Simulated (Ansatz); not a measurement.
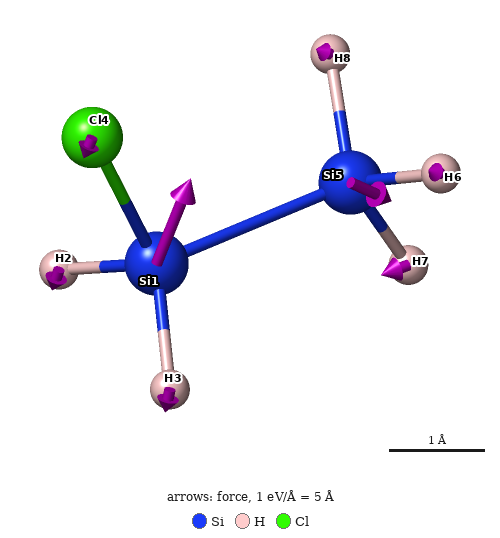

Starting geometry of Si2H5Cl with the computed forces as purple arrows. Style: ball-and-stick. Shown from a free direction.

It is one of the separated products of a reaction.

These are results of RKS PBE0-D4/def2-TZVP (Ansatz 0.2.0), not measurements.

Input file:
```yaml
crystal:
  periodic: [false, false, false]
  atoms:
    - {symbol: Si, position_ang: [-0.900025, -0.506886, -0.790837]}
    - {symbol: H, position_ang: [0.018383, -0.996071, -1.846334]}
    - {symbol: H, position_ang: [-1.318271, -1.631025, 0.079987]}
    - {symbol: Cl, position_ang: [-2.596203, 0.216674, -1.729435]}
    - {symbol: Si, position_ang: [-0.010361, 1.288982, 0.418635]}
    - {symbol: H, position_ang: [-1.013632, 1.763688, 1.406613]}
    - {symbol: H, position_ang: [1.227172, 0.904306, 1.153905]}
    - {symbol: H, position_ang: [0.324360, 2.395466, -0.514989]}
basis:
  gaussian: {orbitals: def2-TZVP}
hamiltonian: {xc: pbe0, dispersion: d4}
relax: {f_tol: 0.005, max_steps: 200}
```

Run as
```bash
ansatz run in.yaml --threads 4 --pin off --events-out ev --progress --plain --max-ram 9574MiB
```

**What follows when this structure is relaxed?**

It isn't relaxed: the largest force vector, on Si1, is 0.21 eV/Å. The final displacements follow the starting forces only in part (cosine between the two patterns 0.34). The energy falls by 0.11 kcal/mol in 5 accepted moves (6 points after the start). The largest force component goes from 0.19 to 0.0016 eV/Å. The line search rejected the trial step at point 4 of the run. The largest move after the best rigid fit is that of H7, 0.062 Å. By element the largest moves are H 0.062 Å, Cl 0.061 Å, Si 0.030 Å. Near-neighbour distances that change, for instance: Si1–Cl4 2.069 → 2.064 Å. Bond angles that change, for instance: Cl4–Si1–Si5 106.1° → 108.8°, Si1–Si5–H7 111.9° → 109.5°.
